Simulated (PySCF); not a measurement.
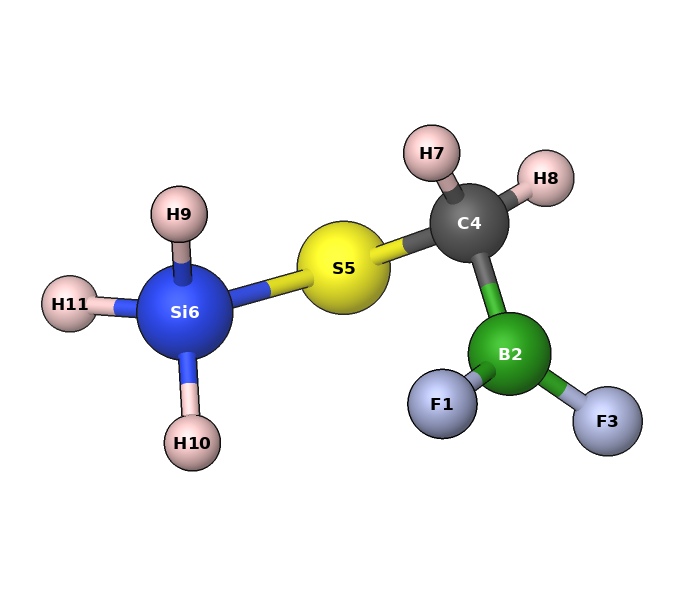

Computed geometry: PBE0-D3(BJ)/def2-SVP optimisation. No frequency run is at hand to confirm it as a minimum. Level of theory: delta-SCF UKS SCAN, pcX-1 on the ionised atom, pcseg-1 elsewhere, spin-free X2C (PySCF 2.14.0).

Give the core-electron binding energies (to vacuum; p and d levels without spin–orbit splitting) of F1 1s, B2 1s, C4 1s, S5 1s, S5 2p, Si6 1s, Si6 2p.

```json
{"atom": "F1", "level": "1s", "binding energy (eV)": "693.8"}
{"atom": "B2", "level": "1s", "binding energy (eV)": "199.4"}
{"atom": "C4", "level": "1s", "binding energy (eV)": "291.5"}
{"atom": "S5", "level": "1s", "binding energy (eV)": "2477.1"}
{"atom": "S5", "level": "2p", "binding energy (eV)": "169.9"}
{"atom": "Si6", "level": "1s", "binding energy (eV)": "1847.2"}
{"atom": "Si6", "level": "2p", "binding energy (eV)": "107.7"}
```
